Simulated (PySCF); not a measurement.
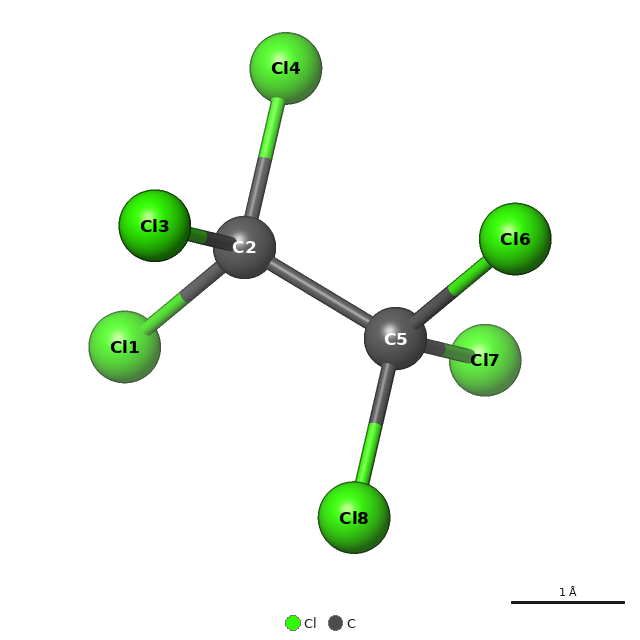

Orthographic view. Distant atoms are faded towards the background colour. The computed structure is the end point of a PBE0-D3(BJ)/def2-SVP optimisation. No frequency run is at hand to confirm it as a minimum.

List the bonded neighbours of every atom.

Cl1: C2
C2: Cl1, Cl3, Cl4, C5
Cl3: C2
Cl4: C2
C5: C2, Cl6, Cl7, Cl8
Cl6: C5
Cl7: C5
Cl8: C5
